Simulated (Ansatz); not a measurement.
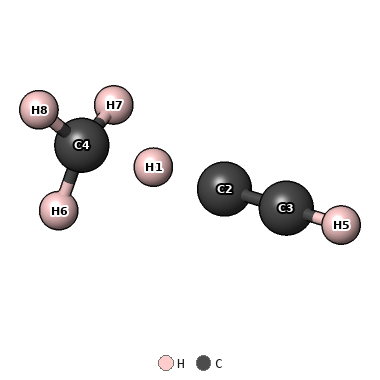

The system is the reacting system C3H5 (fragments C₂H₂ + CH₃ where the first distance is long, CH₄ + C₂H where the second is long), spin multiplicity 2; the picture shows the reference structure. 
- The first coordinate is: distance H1–C4 (bond that forms); the second: distance H1–C2 (bond that breaks).
- Relaxed at each point: all other coordinates.
- The grid has 12 × 12 points.
- Points are written as (first, second).
- Energies are in kcal/mol, from a guessed transition structure relaxed with its forming and breaking bonds held.
- In part of the range the unrestricted reference is strongly spin-contaminated.
- Theory: Ansatz 0.2.0, UKS PBE0-D4/def2-SVP.

Its coordinates:

```json
{"atom": "H", "x (Å)": "-0.1228", "y (Å)": "-0.0936", "z (Å)": "0.0928"}
{"atom": "C", "x (Å)": "0.7931", "y (Å)": "0.6318", "z (Å)": "-0.6618"}
{"atom": "C", "x (Å)": "1.5984", "y (Å)": "1.2644", "z (Å)": "-1.3143"}
{"atom": "C", "x (Å)": "-1.0360", "y (Å)": "-0.8204", "z (Å)": "0.8537"}
{"atom": "H", "x (Å)": "2.3102", "y (Å)": "1.8250", "z (Å)": "-1.8935"}
{"atom": "H", "x (Å)": "-0.8005", "y (Å)": "-1.8477", "z (Å)": "0.5598"}
{"atom": "H", "x (Å)": "-1.9896", "y (Å)": "-0.4242", "z (Å)": "0.4920"}
{"atom": "H", "x (Å)": "-0.7526", "y (Å)": "-0.5352", "z (Å)": "1.8712"}
```

Range: distance H1–C4 (bond that forms) from 0.963 to 2.763 Å; distance H1–C2 (bond that breaks) from 0.963 to 2.463 Å.

Predict the map.

Answer. The lowest grid point is at (2.561 Å, 1.038 Å), −19 kcal/mol from a guessed transition structure relaxed with its forming and breaking bonds held. The highest grid point, (2.763 Å, 2.463 Å), lies 125 kcal/mol above the lowest.

```
second ↓, first →  0.963  1.053  1.177  1.318  1.471  1.635  1.807  1.986  2.172  2.364  2.561  2.763
            2.463     17      9     10     20     35     52     68     82     92     99    103    106
            2.295     18      9      9     19     34     50     66     78     87     93     97    100
            2.130     18      9      9     18     32     47     61     72     79     85     89     91
            1.970     18      9      8     16     29     42     53     62     69     73     76     78
            1.816     19      8      7     13     24     35     43     50     54     58     60     61
            1.666     20      9      5      9     17     25     31     35     38     40     42     43
            1.523     23      9      3      4      9     13     16     19     21     22     23     24
            1.387     27     12      2      0      0      1      2      3      4      5      5      6
            1.259     36     17      4     −3     −6     −8     −9    −10    −10    −10     −9     −9
            1.141     50     28     11     −1     −8    −13    −16    −17    −18    −18    −18    −18
            1.038     72     46     24      8     −3    −10    −14    −17    −18    −19    −19    −19
            0.963     96     67     41     22      8      0     −6     −9    −11    −12    −13    −13
```

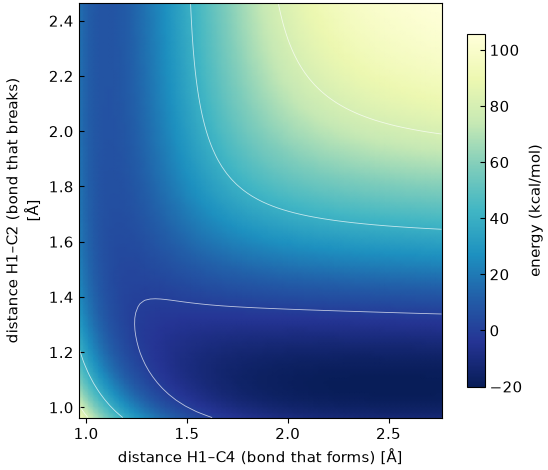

Drawn: a smooth colour map with a few white contour lines. Between grid points the surface is interpolated.

Each point was launched as `ansatz run input.yaml --threads 1 --pin off --max-ram 2560MiB --backend cpu --events-out ev --progress --plain --runs-dir out`. Time for the 144 points that were run: 28 min on 1 thread of Arm Neoverse V2, with other jobs on the host.
